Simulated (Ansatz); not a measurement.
# H5NO3Si: what the fields show

```yaml
atoms:
  - { symbol: Si, position_ang: [-0.3084, -0.1142, 0.0250] }
  - { symbol: N, position_ang: [1.4596, 0.0755, -0.1501] }
  - { symbol: O, position_ang: [-0.7395, -0.6209, -1.5088] }
  - { symbol: H, position_ang: [0.1443, -0.6788, -1.9215] }
  - { symbol: O, position_ang: [-1.0963, 1.3058, 0.4251] }
  - { symbol: O, position_ang: [-0.6491, -1.2801, 1.1644] }
  - { symbol: H, position_ang: [2.0372, -0.4774, 0.4960] }
  - { symbol: H, position_ang: [1.8153, 1.0359, -0.1839] }
  - { symbol: H, position_ang: [-1.6104, 1.6729, -0.3190] }
  - { symbol: H, position_ang: [-1.0524, -0.9188, 1.9729] }
```

Not at a stationary point (largest force 1.1 eV/Å).

These are results of RKS PBE-D4/def2-SVP in Ansatz, not measurements.

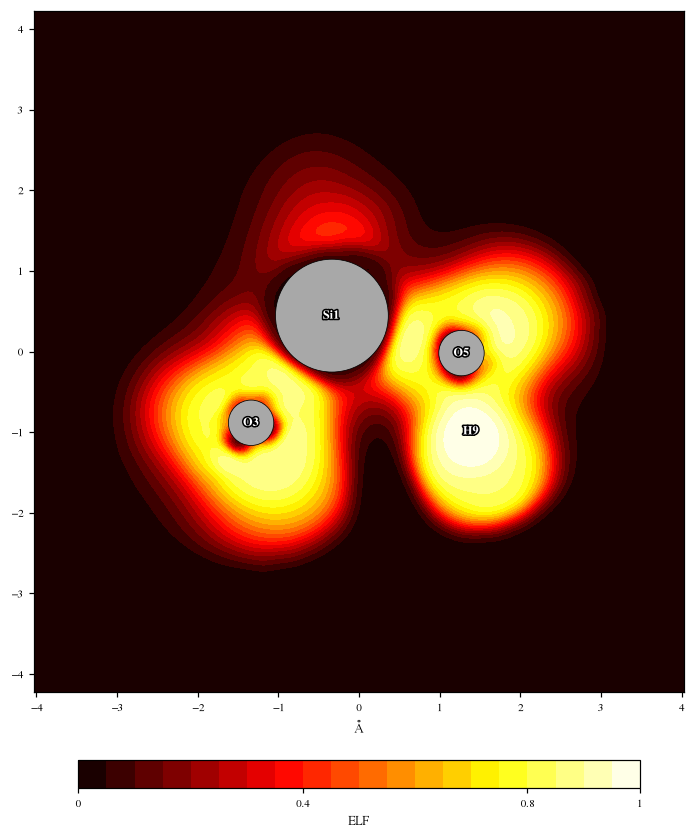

Figure 1. Electron localisation function on the plane of atoms Si1, O5 and H9. Grey discs cover the atomic cores.

Q: Describe what can be read from this map.

A: The plane passes through Si, O and H nuclei. Si–O (1.67 Å): the ELF peaks at about 0.85 between the atoms, as expected for a shared but strongly polarised pair. O–H (0.98 Å): the ELF climbs to about 1 towards the hydrogen, as it does in any bond to H; an ordinary covalent bond to hydrogen. The ELF also peaks beside O3 and O5, away from the bonds: lone-pair regions.

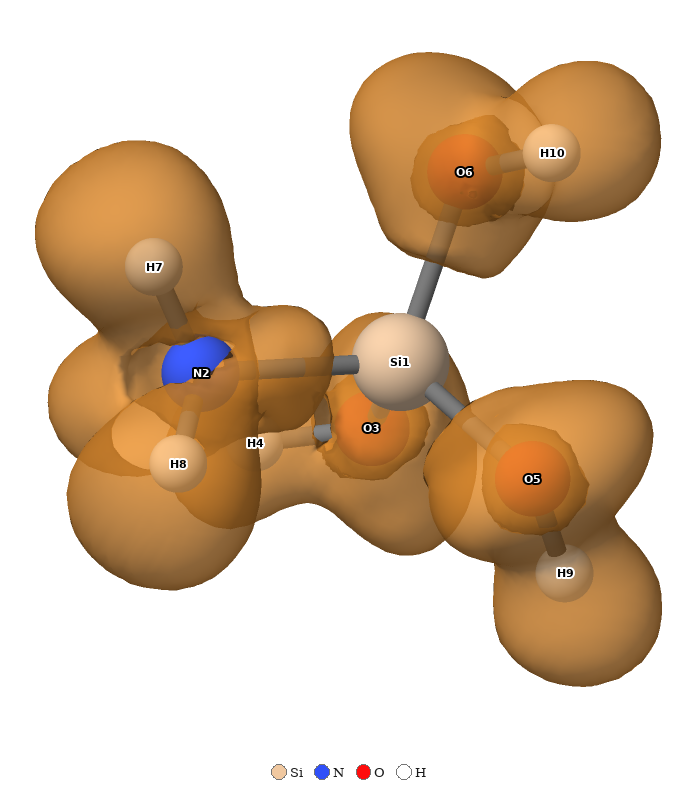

Figure 2. Isosurface of the electron localisation function at 0.75 (orange), seen at a tilt. Core shells and regions of very low density are left out.

Q: Describe the localisation domains.

A: At this value the surface marks out one joined region spread over several atoms (H, N), in which their bonds and any lone pairs are merged and three joined regions spread over several atoms (H, O), in which their bonds and any lone pairs are merged. Profiles from the grid: Si–N (1.79 Å): the ELF peaks at about 0.90 between the atoms; a shared but strongly polarised pair.

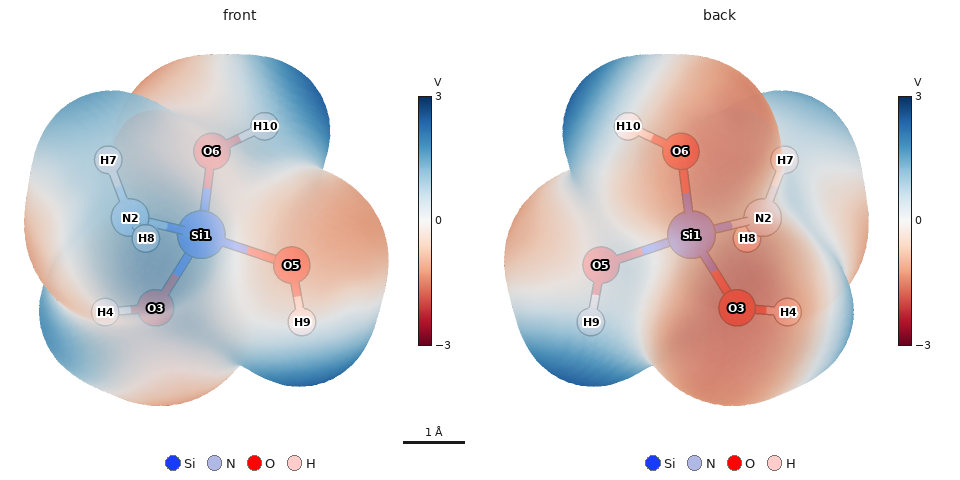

Figure 3. The molecular electrostatic potential painted on the density surface at 0.002 e/bohr³, seen from the front and from behind; the colour scale runs from red (negative) to blue (positive).

Q: Describe the electrostatic potential map.

A: The most negative region (about −1.7 V, or −39 kcal/mol for a unit charge) lies over O3, the most positive (about +2.3 V, or +53 kcal/mol for a unit charge) over H9 and H10. O3 is the likeliest acceptor of a hydrogen bond.

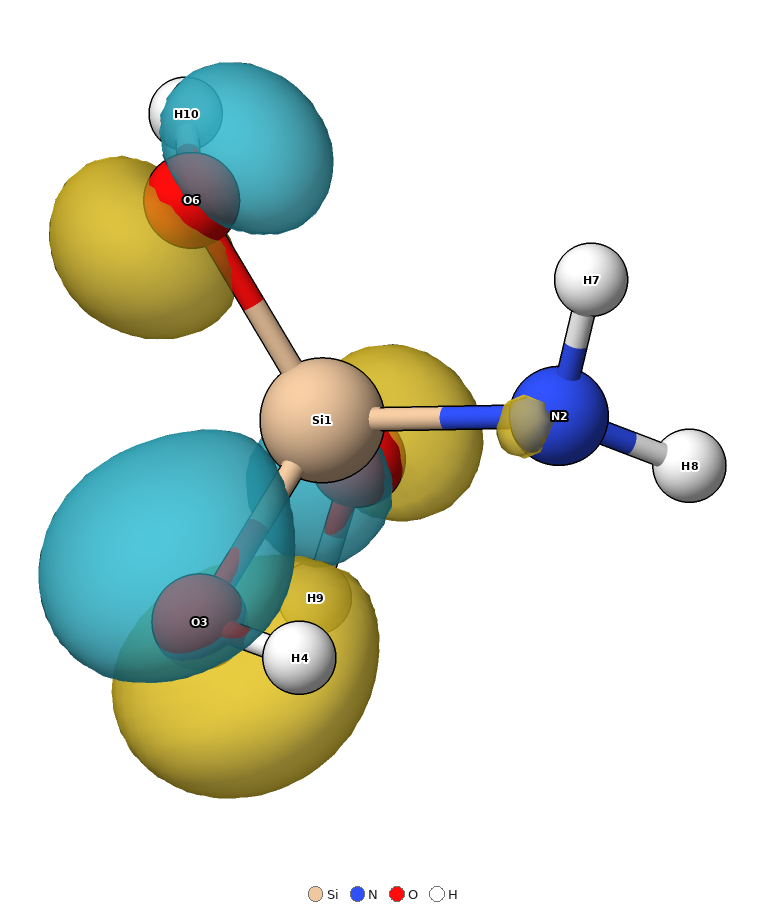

Figure 4. The HOMO−1 at ±0.15 Å⁻³ᐟ² (yellow and cyan are the two phases), seen at an oblique angle.

Q: Where does this orbital lie, and at what energy?

A: It lies mainly on O3 (about 55 %), O6 (about 15 %) and O5 (about 10 %). Its energy is −6.91 eV.
